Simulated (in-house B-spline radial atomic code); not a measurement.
RPA and GW calculation, with input and output: P⁸⁺

System: P⁸⁺, configuration [He] 2s2 2p3.
Method: RPA, second-order and SOSEX correlation energies and G0W0 (contour deformation) on a scalar-relativistic (spin-free one-electron X2C) mean field, all electrons, B-spline basis (in-house B-spline radial atomic code).

### The input
```
Z = 15
electrons = 7.0
configuration = [He] 2s2 2p3
hamiltonian = x2c
method = bhandhlyp
lmax = 9
rms_radius = 3.1889
spin_polarised = True
box_radius = 7.7
intervals = 67
```

Hardware: 1 CPU thread, shared host.

Launched within a batch (the task file carries these settings):
```bash
python <driver script> task.json out
```

The program writes its results to a structured record and prints no log; tables and figures of this report are taken from that record.

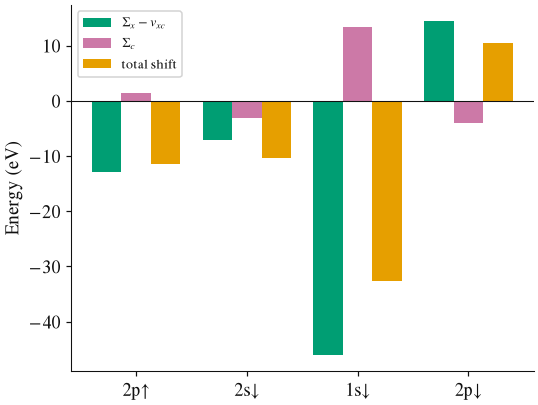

Figure 1. Parts of the G₀W₀ correction to each level for P⁸⁺ ([He] 2s² 2p³). All-electron spherical atom, scalar X2C, BHandHLYP start, no spin-orbit coupling, Breit or QED terms; computed with a B-spline radial code. The quasi-particle equation is solved at full frequency; levels of low quasi-particle weight Z are left out. Σ columns are in eV, and Σc holds an estimate for the angular momenta beyond the basis. G₀W₀ moves the highest occupied level, 2p↑, from −361.6 to −373.1 eV (renormalisation factor Z = 0.98). The empty level 2p↓ goes from −319.8 to −309.3 eV.

| Level | Mean field (eV) | Σx − vxc (eV) | Σc (eV) | Z | G₀W₀ (eV) |
| --- | --- | --- | --- | --- | --- |
| 2p↑ | −361.6 | −12.9 | 1.4 | 0.98 | −373.1 |
| 2s↓ | −384.4 | −7.1 | −3.1 | 0.98 | −394.7 |
| 1s↓ | −2392.7 | −46.0 | 13.4 | 0.96 | −2425.3 |
| 2p↓ | −319.8 | 14.4 | −4.0 | 0.99 | −309.3 |

### Summary

```
                                                                   quantity               value
                                                                    outcome           converged
                                                    mean-field total energy  −306.42492 hartree
                                     total energy with exact exchange alone  −306.19259 hartree
                                                      exact exchange energy   −17.01850 hartree
RPA correlation, extrapolated in the angular momentum of the empty orbitals    −0.37315 hartree
                                                 RPA correlation, as summed    −0.37179 hartree
                                                   direct second-order term    −0.40465 hartree
                                                 second-order exchange term     0.19225 hartree
                                                                 SOSEX term     0.17814 hartree
                                                                  wall time               1.9 s
```

### Remarks

Limits: spin-orbit coupling, Breit and QED terms are absent.
